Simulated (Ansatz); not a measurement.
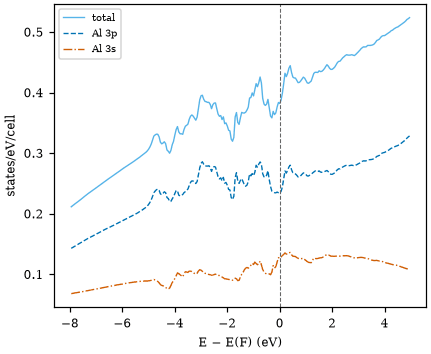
Fig. 1. Total and projected density of states of Al (fcc (Cu type), Fm-3m), plane-wave PAW PBE (Ansatz code)

Task: Which orbitals carry the states next to the Fermi level?

Result: Within 0.5 eV of the Fermi level: Al 3p 64 %, Al 3s 31 %, outside the projected shells 6 %. Projections are on Löwdin-orthogonalised atomic valence shells; empty p or d shells of many metals are not among them.

Task: Where is the tallest occupied peak in this window, and what makes it?

Result: Near -0.8 eV, about 0.43 states/eV per cell; the largest projected share is Al 3p.

Symmetry was held in the PBE relaxation.

Potentials: the earlier of the program's two PAW sets.
